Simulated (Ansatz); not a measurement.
FHOSi2

```xyz
5

F    -0.1287   -2.7003   -0.0832
O     0.2032   -0.2099   -0.4047
Si    0.3302   -1.3867    0.7561
Si    0.2276    0.9621   -1.5968
H    -1.2231    1.4449   -1.3981
```

Geometry: B3LYP/6-31G*.

The calculation used isolated molecule in a Gaussian basis; Kohn-Sham density functional theory, functional PBE0 (Ansatz 0.2.0).

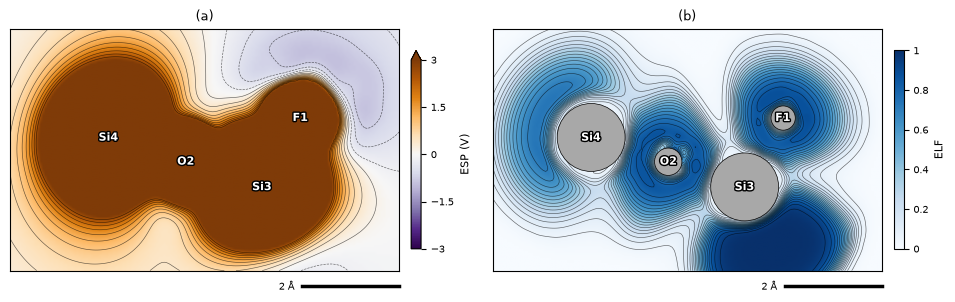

Figure 1. (a) electrostatic potential; (b) electron localisation function on the plane of atoms F1, Si3 and O2. Grey discs cover the atomic cores in the ELF map.

> Interpret the plot.

- The plane passes through F, O and Si nuclei.
- Si–F (1.63 Å): the ELF peaks at about 0.85 in the valence shell of F, 0.6 Å from its nucleus, and is about 0.55 at the midpoint.
- Si–O (1.66 Å): the ELF peaks at about 0.85 between the atoms: a shared but strongly polarised pair.
- The ELF also peaks beside Si3, O2 and F1, away from the bonds: lone-pair regions.
- Outside the dense part of the molecule the potential is most negative (−0.9 V) near F1.

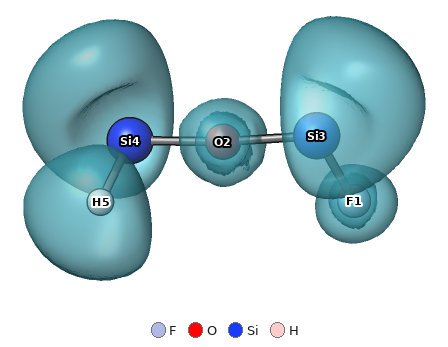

Figure 2. Isosurface of the ELF at 0.8 (cyan), seen across its widest extent. Core shells and regions of very low density are left out.

> What do the ELF domains correspond to?

The ELF exceeds this value in one region around a hydrogen nucleus, two lobes on Si, pointing away from the bonds (lone pairs), one region wrapped around F (its lone pairs, merged into a ring or cap) and one region wrapped around O (its lone pairs, merged into a ring or cap).

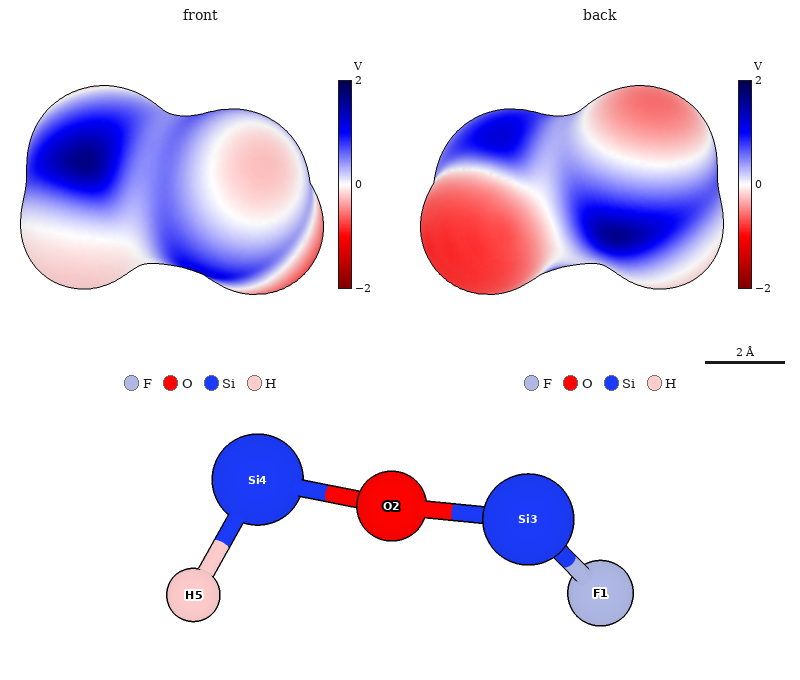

Figure 3. The molecular electrostatic potential painted on the density surface at 0.001 e/bohr³, seen from the front and from behind; red is negative and blue positive. The bare structure is drawn below in the same view.

> Where is the surface potential most negative and most positive?

The most negative region (about −0.8 V, or −18 kcal/mol for a unit charge) lies over F1, the most positive (about +1.6 V, or +37 kcal/mol for a unit charge) over Si4.

> What dipole moment does the calculation give?

Its dipole moment is 1.11 D.

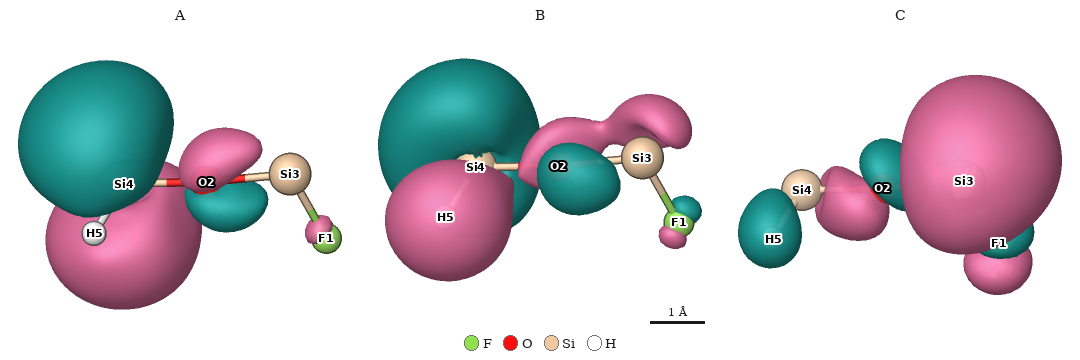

Figure 4. Three frontier orbitals at ±0.08 Å⁻³ᐟ² (teal and pink are the two phases), in no order.

> Order the three orbitals by energy and name them.

C is the HOMO−1 (−7.93 eV). By Hirshfeld shares it lies mainly on Si3 (about 75 %), F1 (about 10 %) and O2 (about 10 %). B is the HOMO (−6.78 eV). By Hirshfeld shares it lies mainly on Si4 (about 70 %), H5 (about 20 %) and O2 (about 10 %). A is the LUMO (−2.53 eV). By Hirshfeld shares it lies mainly on Si4 (about 85 %) and O2 (about 10 %).

> What is the HOMO–LUMO gap?

4.25 eV between the orbital energies.
